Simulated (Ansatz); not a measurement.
**BF2 (SMILES F[B]F): UB2PLYP/cc-pVTZ**

What is the electronic atomisation energy of BF2 at UB2PLYP/cc-pVTZ? 

The results are computed with Ansatz 0.2.0.

39 further runs of the same task are left out: 39 set aside as unsound or not needed.

### Step 1. The molecule

BF2 has 3 atoms, charge 0, and is taken as a doublet. As SMILES, `F[B]F`. Geometry: relaxed at PBE0-D4/def2-TZVP.

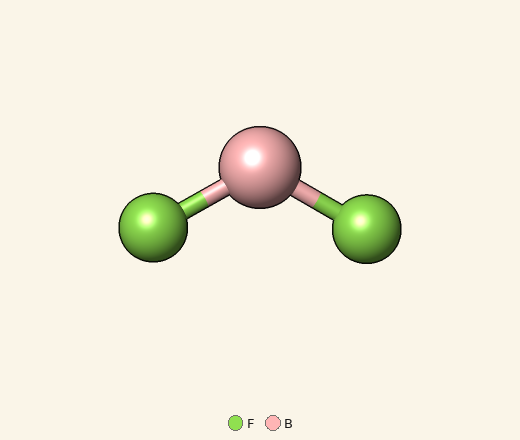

The structure, seen from a chosen angle (fluorine green, boron pink).

### Step 2. A single-point energy at UB2PLYP/cc-pVTZ

run.yaml reads:

```yaml
crystal:
  periodic: [false, false, false]
  atoms:
    - {symbol: F, position_ang: [0.513100, -1.044300, 0.160000]}
    - {symbol: B, position_ang: [0.279000, 0.240500, 0.181300]}
    - {symbol: F, position_ang: [-0.802900, 0.738900, -0.354600]}
basis:
  gaussian:
    orbitals: cc-pVTZ
magnetization:
  spin_polarized: true
  initial_magnetization: 1
hamiltonian:
  xc: {name: B2PLYP}
correlation:
  frozen_orbitals: {B: 1, F: 1}
accuracy: high
output: {orbitals: {seedname: orbitals}}
```

Command:

```console
$ ansatz run run.yaml --threads 1 --pin off --max-ram 3480MiB --events-out events.jsonl --progress --plain --runs-dir runs
```

Standard output:

```text
Warning: RAYON_NUM_THREADS=1 ignored (pool sized by the plan → 1); use --threads N
Functional definition: B2PLYP
  name "B2PLYP"
  parameter a = 0.53
  parameter c = 0.27
  exchange = (1 - a)*b88_x + a*exact_x
  correlation = (1 - c)*lyp_c + c*(mp2_os + mp2_ss)
1422 factors; integrals over basis functions are off by at most 2.9e-9 eV
mean field evaluation 1: about -6102.9776 eV, gradient 2.5e1 eV
mean field evaluation 2: about -6103.0111 eV, gradient 2.5e1 eV
mean field evaluation 4: about -6104.8865 eV, gradient 1.2e0 eV
mean field evaluation 8: about -6104.9119 eV, gradient 2.2e-2 eV
mean field evaluation 16: about -6104.9120 eV, gradient 5.7e-5 eV
mean field -6104.91195444 eV, -224.3513762676 hartree, gradient 3.7e-8 eV, S^2 0.751665; 0 other end points of the search recorded, 0 dependent functions left out
3 core orbitals not correlated: weight in the atoms' cores, before any rotation towards them, 1.000 or more for the frozen orbitals, at most 0.000 for the correlated occupied ones
reference -6104.91197248 eV, -224.3513769308 hartree; 9, 8 occupied and 78, 79 virtual orbitals, 1422 factors
second order -18.40857501 eV of doubles, -0.00000000 eV of singles
Total energy: -6109.88228774 eV, -224.5340326474 hartree
```

Wall time 5.4 s (1 thread of Arm Neoverse V2, shared host); peak memory 0.24 GiB.

### Step 3. The B atom at the same level

run.yaml reads:

```yaml
crystal:
  periodic: [false, false, false]
  atoms:
    - {symbol: B, position_ang: [0.000000, 0.000000, 0.000000]}
basis:
  gaussian: {orbitals: cc-pVTZ}
accuracy: high
hamiltonian: {xc: {name: B2PLYP}}
magnetization: {spin_polarized: true, initial_magnetization: 1}
correlation: {frozen_orbitals: {B: 1}}
```

Run the same way, it converges to -24.63537 Eh (log not shown).

### Step 4. The F atom

run.yaml reads:

```yaml
crystal:
  periodic: [false, false, false]
  atoms:
    - {symbol: F, position_ang: [0.000000, 0.000000, 0.000000]}
basis:
  gaussian:
    orbitals: cc-pVTZ
magnetization:
  spin_polarized: true
  initial_magnetization: 1
hamiltonian:
  xc: {name: B2PLYP}
correlation:
  frozen_orbitals: {F: 1}
accuracy: high
```

Run the same way, it converges to -99.71214 Eh (log not shown).

### Step 5. Outcome

At UB2PLYP/cc-pVTZ, 3 core orbitals frozen:

```
                                                          quantity          value
                                            molecule: total energy  -224.53403 Eh
molecule: HOMO energy (SCF part's orbitals) (highest over α and β)       -8.62 eV
 molecule: LUMO energy (SCF part's orbitals) (lowest over α and β)       -0.84 eV
                                                    molecule: ⟨S²⟩          0.752
                                              B atom: total energy   -24.63537 Eh
                                                      B atom: ⟨S²⟩          0.755
                                              F atom: total energy   -99.71214 Eh
                                                      F atom: ⟨S²⟩          0.752
                                     electronic atomisation energy      12.909 eV
```

Taking the molecule apart into free atoms costs 12.91 eV (1245 kJ/mol), before zero-point energy and without spin-orbit coupling.
